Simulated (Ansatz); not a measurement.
# Cl2H2O2Si2: what the fields show

```xyz
8

Cl    1.5862   -2.1031    0.9257
Si    0.9272   -0.2045    0.7057
O     0.7469    0.2671   -0.8825
Si   -0.8938    0.4336   -0.6423
Cl   -2.0150   -0.8412   -1.7402
O    -0.7119   -0.0271    0.9488
H     1.7698    0.6806    1.5191
H    -1.4093    1.7946   -0.8344
```

Geometry: PBE0-D4/def2-TZVP.

Theory: RKS PBE0-D4/def2-TZVPP (Ansatz 0.2.0).

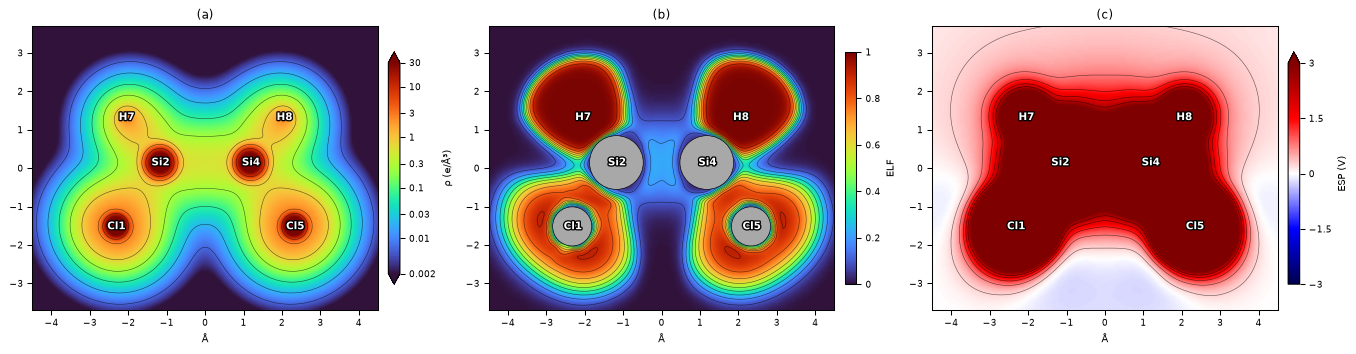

Figure 1. (a) total electron density; (b) ELF; (c) electrostatic potential on the plane of atoms Si4, Si2 and H7. Grey discs cover the atomic cores in the ELF map.

**What do the fields say about this system?**

- Atoms in the plane: Cl, Si and H.
- Si–Cl (2.02 Å): ρ is about 0.97 e/Å³ halfway; the ELF peaks at about 0.90 between the atoms: a shared but strongly polarised pair.
- Si–Si (2.35 Å): the density is about 0.52 e/Å³ at the midpoint; the ELF is about 0.20 at the midpoint.
- Si–H (1.47 Å): ρ at the midpoint is about 0.88 e/Å³; the ELF climbs to about 1 towards the hydrogen, as it does in any bond to H.
- The ELF also peaks beside Cl1 and Cl5, away from the bonds: lone-pair regions.
- The potential has no marked negative region in this plane.

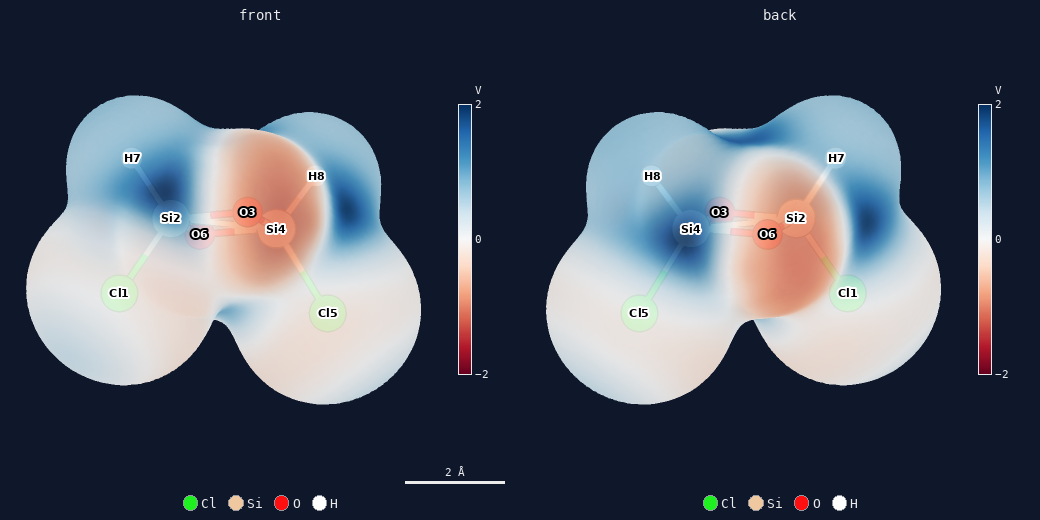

Figure 2. The electrostatic potential painted on the density surface at 0.002 e/bohr³, seen from the front and from behind; red is negative and blue positive.

**Which sites attract a positive test charge, and which a negative one?**

A positive charge is drawn to the negative regions and a negative charge to the positive ones. The most negative region (about −1.0 V) lies over O3 and O6, the most positive (about +1.9 V) over Si2 and Si4. Cl1 shows a σ-hole: about +0.4 V at the tip opposite its bond, against about −0.1 V on its flanks. Cl5 shows a σ-hole: about +0.4 V at the tip opposite its bond, against about −0.1 V on its flanks.

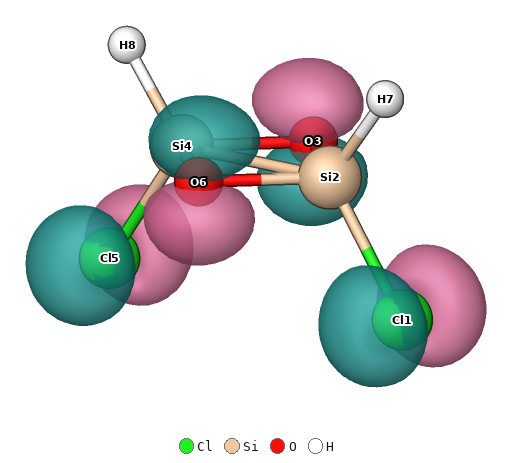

Figure 3. The HOMO−1 at ±0.15 Å⁻³ᐟ² (teal and pink are the two phases), seen at an oblique angle.

**Describe this orbital and give its energy.**

By Hirshfeld shares it lies mainly on O3 (about 20 %), O6 (about 20 %), Cl5 (about 20 %) and Cl1 (about 20 %); largely a combination of lone pairs on O3, O6, Cl5 and Cl1. Its energy is −9.72 eV.
